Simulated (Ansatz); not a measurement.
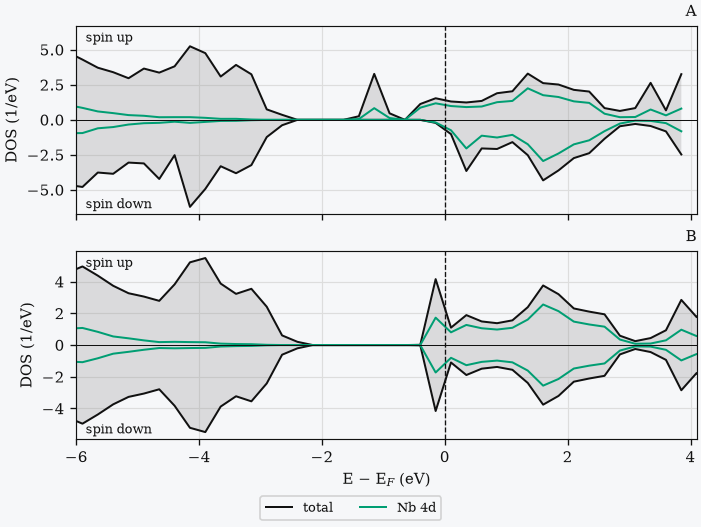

Spin-resolved densities of states of SrLi2Nb2O6 (defect cell), 11 atoms in the cell, in two magnetic states on the same cell (spin down negative; each from its own Fermi level). Ansatz; DFT with PBE, PAW plane waves, spin-polarised, 5×2×5 k mesh, 420 eV cutoff, Fermi-Dirac smearing of 0.1 eV.

Which panel is which state: ferromagnetic and non-magnetic?

A is ferromagnetic (net moment 1.6 μB, local moments 1.7 μB in all, metal); B is non-magnetic (metal). Unequal spin channels mark a net moment; equal ones mean that moments cancel or are absent.

Which of these states is lowest in energy?

The ferromagnetic one; the non-magnetic state lies 12 meV an atom higher. Other orders weren't compared here.

The atoms aren't at rest in this cell (largest force 5.0 eV/Å), so the relaxed material can differ.
